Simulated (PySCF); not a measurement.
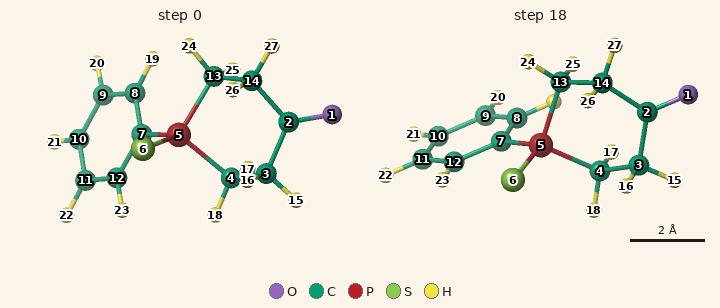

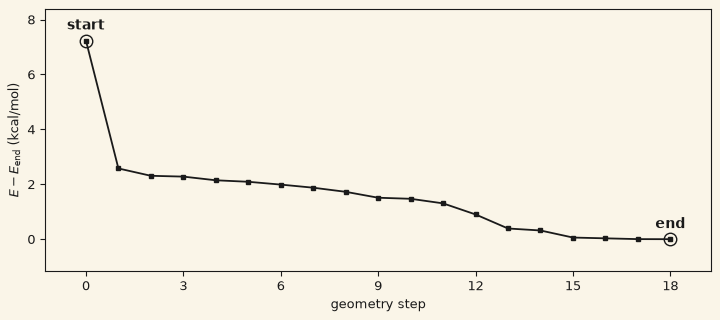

First and last geometry of a relaxation of C₁₁H₁₃OPS, with the history of the run. Style: ball-and-stick. Shown from a free direction.

The start comes from GFN2-xTB. Its atoms were then displaced at random by about 0.01 Å.

The calculation used PySCF, PBE0-D3(BJ)/def2-SVP geometry optimisation, gas phase. 

### Read the history and describe the run.

It converged. H19 moves most after the best rigid fit: 1.74 Å. By element the largest moves are H 1.74 Å, C 0.97 Å, S 0.89 Å, O 0.59 Å, P 0.29 Å. Some distances before and after: C3–C4 1.476 → 1.530 Å, C13–H25 1.057 → 1.103 Å, C4–P5 1.865 → 1.833 Å, P5–S6 1.929 → 1.955 Å. Bond angles that change, for instance: P5–C13–H25 112.5° → 108.7°, P5–C13–C14 106.3° → 109.7°, C14–C13–H24 107.9° → 111.2°. Groups turn about P5–C7 by about 65°. The energy falls by 7.24 kcal/mol in 18 geometry steps. The run took 19 min on 1 thread of Arm Neoverse V1, with other jobs on the host.

| step | E − E(0), kcal/mol |
| --- | --- |
| 0 | 0.00 |
| 1 | -4.66 |
| 2 | -4.93 |
| 3 | -4.96 |
| 4 | -5.09 |
| 5 | -5.15 |
| 6 | -5.25 |
| 7 | -5.36 |
| 8 | -5.51 |
| 9 | -5.73 |
| 10 | -5.77 |
| 11 | -5.93 |
| 12 | -6.34 |
| 13 | -6.85 |
| 14 | -6.92 |
| 15 | -7.18 |
| 16 | -7.21 |
| 17 | -7.23 |
| 18 | -7.24 |
